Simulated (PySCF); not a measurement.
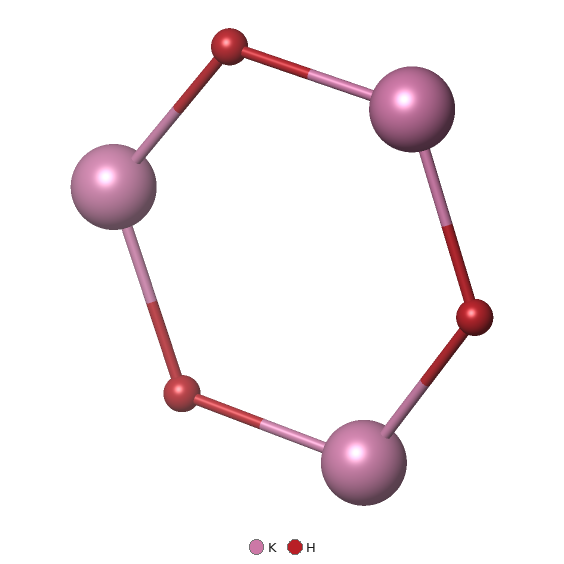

The picture shows a molecular structure as a ball-and-stick model.

Question: Give the formula.

Answer: K₃H₃, 6 atoms: 3 potassium and 3 hydrogen.

Question: Count the bonded pairs by element.

Answer: 6 K–H. Sticks follow a distance rule.

More results for the same structure follow; atom numbers are the same in all pictures, views and colours differ. The computed structure is the end point of a PBE0-D3(BJ)/def2-SVP optimisation. No frequency run is at hand to confirm it as a minimum.

### Shape

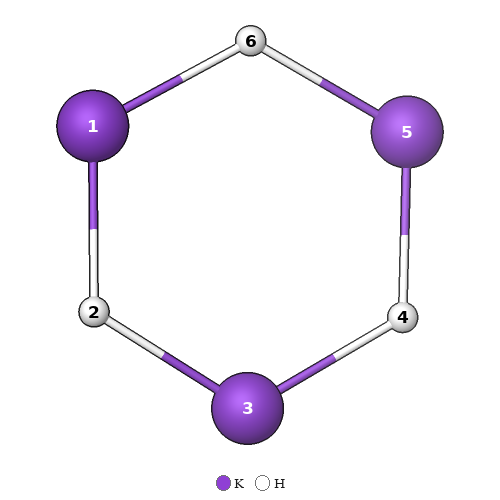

Atoms carry their numbers in the input. No frequency run is at hand to confirm it as a minimum.

Question: What is the geometry at K3?

Answer: K3 has 2 neighbours (H2 at 2.46, H4 at 2.46 Å); the arrangement is bent.

Question: Describe the coordination of atom 1.

Answer: K1 has 2 neighbours (H2 at 2.46, H6 at 2.46 Å); the arrangement is bent.

### Electronic properties

No frequency run is at hand to confirm it as a minimum. Level of theory: CAM-B3LYP/def2-SVPD, gas phase (PySCF 2.14.0). Excitations: vertical, linear response.

Computed properties:

- dipole moment: 0.17 D
- HOMO energy (Kohn–Sham orbital): −5.87 eV
- LUMO energy (Kohn–Sham orbital): 0.08 eV
- HOMO–LUMO gap: 5.94 eV
- mean static polarisability: 102.0 bohr³
- lowest vertical singlet excitation: 3.75 eV
- its oscillator strength: 0.000
- brightest of the 10 lowest singlets: 4.67 eV
- its oscillator strength: 0.45

### NMR shielding

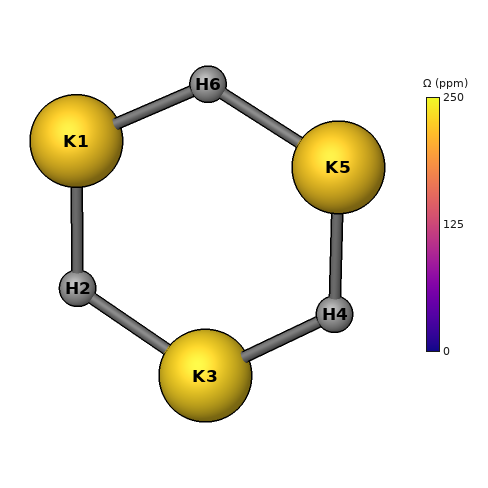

The K atoms are coloured by the span of their shielding tensor. No frequency run is at hand to confirm it as a minimum. Level of theory: GIAO B3LYP/pcSseg-1 NMR shielding, non-relativistic, gas phase (PySCF 2.14.0). Principal shieldings σ11 ≤ σ22 ≤ σ33, span Ω = σ33 − σ11, skew κ = 3(σiso − σ22)/Ω.

Give the shielding tensors of the K atoms.

| atom | σ11 | σ22 | σ33 | σiso | Ω | κ |
| --- | --- | --- | --- | --- | --- | --- |
| K1, K5 | 1038.4 | 1088.9 | 1262.5 | 1129.9 | 224.1 | 0.55 |
| K3 | 1037.0 | 1083.7 | 1265.7 | 1128.8 | 228.7 | 0.59 |

Shieldings and span in ppm.

### Spin–spin coupling

No frequency run is at hand to confirm it as a minimum. Level of theory: B3LYP/pcJ-1 (pcSseg-1 on K) indirect spin-spin coupling, non-relativistic, gas phase (PySCF 2.14.0). Isotopes: 1H.

Give the spin–spin coupling constants of these pairs, with the number of bonds between them: H2/H4, H2/H6, H4/H6.

| pair | bonds apart | J (Hz) |
| --- | --- | --- |
| H2, H4 | 2 | 14.3 |
| H2, H6 | 2 | 14.9 |
| H4, H6 | 2 | 15.0 |

### Charges

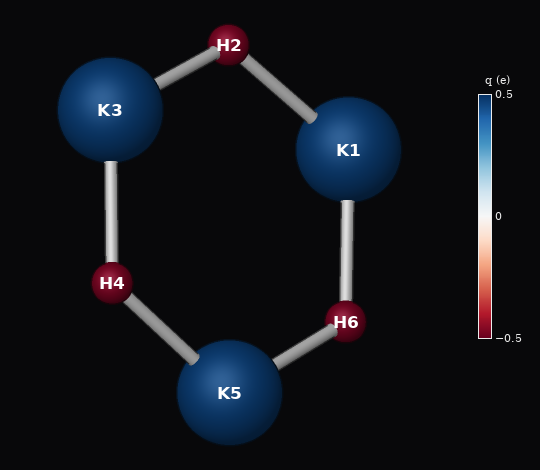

Atoms are coloured by their Mulliken charges. No frequency run is at hand to confirm it as a minimum. Level of theory: PBE0/pcSseg-1, gas phase (PySCF 2.14.0).

List the Mulliken charges.

| atom | value (e) |
| --- | --- |
| K1 | 0.48 |
| H2 | −0.48 |
| K3 | 0.48 |
| H4 | −0.48 |
| K5 | 0.48 |
| H6 | −0.48 |

Mulliken values depend strongly on the basis set and can even reverse the polarity of a bond.
